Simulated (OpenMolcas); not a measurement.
Multiconfigurational calculation: Mo³⁺ complex (part 2 of 2)

The same run, continued: Mo³⁺ with 6 ligands (F; octahedron, 1.96 Å), neutralised by 6 outer point charges of +0.5 e, whose field is part of the energies. Method: state-averaged CASSCF, active space 3 electrons in the shell 4d, basis ANO-RCC-VDZP on the metal and ANO-RCC-VDZP on the ligands, DKH2 scalar Hamiltonian, spin-orbit coupling by RASSI with atomic mean-field integrals (OpenMolcas).

### The program's output (extracts), continued
```
--- RASSI ---
SPIN-FREE ENERGIES:
  (Shifted by EMIN (a.u.) =      -4644.0323548566)

 SF State       Relative EMIN(au)   Rel lowest level(eV)    D:o, cm**(-1)

     1             0.0000000000        0.0000000000              0.0000
    11             0.0666140068        1.8126594677          14620.0846
    12             0.0666140068        1.8126594677          14620.0846
    13             0.0684836801        1.8635358713          15030.4304
    14             0.0684836801        1.8635358713          15030.4304
    15             0.0684836801        1.8635358713          15030.4304
    16             0.1041282889        2.8334750885          22853.5178
    17             0.1041282889        2.8334750885          22853.5178
    18             0.1041282889        2.8334750885          22853.5178
     2             0.1312706896        3.5720574382          28810.5862
     3             0.1312706896        3.5720574382          28810.5862
     4             0.1312706896        3.5720574382          28810.5862
     5             0.1671786441        4.5491626557          36691.4713
     6             0.1671786441        4.5491626557          36691.4713
     7             0.1671786441        4.5491626557          36691.4713
    19             0.1844195336        5.0183111594          40475.4091
    20             0.1942976301        5.2871078583          42643.4007
    21             0.1942976301        5.2871078583          42643.4007
    22             0.1942976301        5.2871078583          42643.4007
    23             0.1965667565        5.3488539343          43141.4164
    24             0.1965667565        5.3488539343          43141.4164
    25             0.1965667565        5.3488539343          43141.4164
    26             0.2040555613        5.5526346954          44785.0191
    27             0.2040555613        5.5526346954          44785.0191
    28             0.2200209920        5.9870761968          48289.0261
    29             0.2200209920        5.9870761968          48289.0261
    30             0.2200209920        5.9870761968          48289.0261
    31             0.2415223310        6.5721574362          53008.0246
    32             0.2415223310        6.5721574362          53008.0246
    33             0.2415223310        6.5721574362          53008.0246
    34             0.2488227299        6.7708114102          54610.2769
     8             0.2762606944        7.5174364587          60632.2141
     9             0.2762606944        7.5174364587          60632.2141
    10             0.2762606944        7.5174364587          60632.2141
    35             0.2959613622        8.0535189412          64956.0109
    36             0.2959613622        8.0535189412          64956.0109
    37             0.3241899426        8.8216577454          71151.4681
    38             0.3241899426        8.8216577454          71151.4681
    39             0.3241899426        8.8216577454          71151.4681
    40             0.3296499387        8.9702318078          72349.7988
Eigenvalues of complex Hamiltonian:
   -----------------------------------
  (Shifted by EMIN (a.u.) =      -4644.0323548566)

 SO State       Relative EMIN(au)   Rel lowest level(eV)    D:o, cm**(-1)

     1            -0.0003633213        0.0000000000              0.0000
     2            -0.0003633213        0.0000000000              0.0000
     3            -0.0003633213        0.0000000000              0.0000
     4            -0.0003633213        0.0000000000              0.0000
     5             0.0660200315        1.8063830534          14569.4619
     6             0.0660200315        1.8063830534          14569.4619
     7             0.0660200315        1.8063830534          14569.4619
     8             0.0660200315        1.8063830534          14569.4619
     9             0.0676953119        1.8519697546          14937.1434
    10             0.0676953119        1.8519697546          14937.1434
    11             0.0676953119        1.8519697548          14937.1434
    12             0.0676953119        1.8519697548          14937.1434
    13             0.0685774622        1.8759742867          15130.7530
    14             0.0685774622        1.8759742867          15130.7530
    15             0.1036928863        2.8315136561          22837.6978
    16             0.1036928863        2.8315136561          22837.6978
    17             0.1036928863        2.8315136563          22837.6978
    18             0.1036928863        2.8315136563          22837.6978
    19             0.1048529182        2.8630797320          23092.2954
    20             0.1048529182        2.8630797320          23092.2954
    21             0.1297826532        3.5414523793          28563.7398
    22             0.1297826532        3.5414523793          28563.7398
    23             0.1307079874        3.5666320051          28766.8271
    24             0.1307079874        3.5666320051          28766.8271
    25             0.1307079874        3.5666320047          28766.8271
    26             0.1307079874        3.5666320047          28766.8271
    27             0.1319464486        3.6003322523          29038.6380
    28             0.1319464486        3.6003322525          29038.6380
    29             0.1319464486        3.6003322525          29038.6380
    30             0.1319464486        3.6003322523          29038.6380
    31             0.1320805195        3.6039805067          29068.0631
    32             0.1320805195        3.6039805067          29068.0631
    33             0.1664865168        4.5402153895          36619.3067
    34             0.1664865168        4.5402153895          36619.3067
    35             0.1671560422        4.5584341041          36766.2506
    36             0.1671560422        4.5584341041          36766.2506
    37             0.1671560423        4.5584341042          36766.2506
    38             0.1671560423        4.5584341042          36766.2506
    39             0.1673892703        4.5647805631          36817.4382
    40             0.1673892703        4.5647805631          36817.4382
    41             0.1674519538        4.5664862690          36831.1956
Weights of the five most important spin-orbit-free states for each spin-orbit state.

 SO State  Total energy (au)           Spin-free states, spin, and weights
 -------------------------------------------------------------------------------------------------------
    1        -0.000363       1 1.5  0.9971   18 0.5  0.0006   16 0.5  0.0005    2 1.5  0.0005    3 1.5  0.0004
    2        -0.000363       1 1.5  0.9971   17 0.5  0.0006    4 1.5  0.0005   16 0.5  0.0004    3 1.5  0.0004
    3        -0.000363       1 1.5  0.9971   18 0.5  0.0007    3 1.5  0.0007   17 0.5  0.0005    2 1.5  0.0003
    4        -0.000363       1 1.5  0.9971   16 0.5  0.0008    4 1.5  0.0006    2 1.5  0.0005   17 0.5  0.0004
    5         0.066020      12 0.5  0.5299   11 0.5  0.4498   14 0.5  0.0080   13 0.5  0.0025    2 1.5  0.0020
    6         0.066020      12 0.5  0.5298   11 0.5  0.4499   14 0.5  0.0080   13 0.5  0.0025    2 1.5  0.0020
    7         0.066020      11 0.5  0.5299   12 0.5  0.4498   15 0.5  0.0064   13 0.5  0.0057    4 1.5  0.0018
    8         0.066020      11 0.5  0.5298   12 0.5  0.4499   15 0.5  0.0064   13 0.5  0.0057    4 1.5  0.0018
    9         0.067695      15 0.5  0.6433   14 0.5  0.2203   13 0.5  0.1129   12 0.5  0.0060   16 0.5  0.0049
   10         0.067695      15 0.5  0.6433   14 0.5  0.2203   13 0.5  0.1129   12 0.5  0.0060   16 0.5  0.0049
   11         0.067695      13 0.5  0.5381   14 0.5  0.4307   15 0.5  0.0077   17 0.5  0.0061   11 0.5  0.0060
   12         0.067695      13 0.5  0.5381   14 0.5  0.4307   15 0.5  0.0077   17 0.5  0.0061   11 0.5  0.0060
```

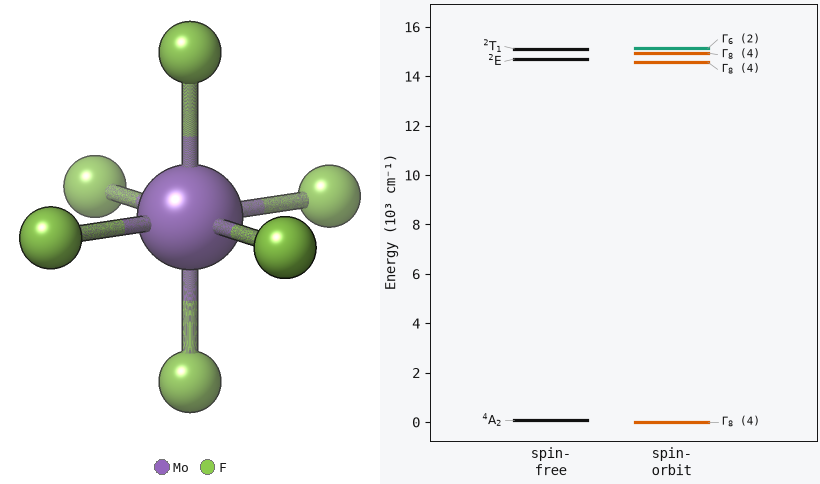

**Figure 2.** Mo³⁺ (4d³) with 6 ligands, F⁻, at 1.96 Å (arrangement: octahedron, Oh), neutralised by outer point charges of +0.5 e, and its levels. Labels give the representation in O, Td, D4 or D3 as the site allows (double group for half-integer spin) where it could be assigned and, in brackets, the degeneracy; spin-free states, where drawn, share the zero of the spin-orbit levels. The ground level is Γ₈, 4-fold degenerate, 100 % from states of spin multiplicity 4. The next level lies at 14,600 cm⁻¹ (Γ₈). The lowest spin-free state is ⁴A₂. The active orbitals hold 82 to 91 % metal character (Löwdin), and the Mulliken charge of the metal is +2.07.

Outcome of the run: converged.
